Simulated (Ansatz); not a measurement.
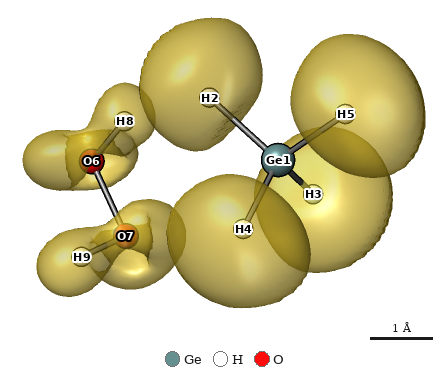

Figure 1: GeH4···H2O2 (SMILES [GeH4].OO). Isosurface of the ELF at 0.8 (yellow), seen at an oblique angle. Core shells and regions of very low density are left out.

Geometry: PBE0-D4/def2-TZVP.

All numbers below come from Ansatz 0.2.0, RKS PBE0-D4/def2-TZVPPD.

```xyz
9

Ge   -0.1203    0.1138   -1.4629
H     0.1597    1.2425   -0.4497
H    -1.4585   -0.5515   -1.1362
H     1.0247   -0.9028   -1.4162
H    -0.1787    0.7562   -2.8574
O    -0.1853    0.3704    2.2640
O     0.0143   -0.8842    1.6219
H    -0.1547    0.9721    1.5062
H     0.8989   -1.1165    1.9302
```

Question: Where are the electrons localised?

Answer: The surface consists of four regions around hydrogen nuclei and two joined regions spread over several atoms (H, O), in which their bonds and any lone pairs are merged.

Values along the shortest contacts:
H2···H8 (2.00 Å): the ELF dips to about 0.05 between them. O–O (1.42 Å): the ELF peaks at about 0.75 between the atoms, as expected for a covalent bond.
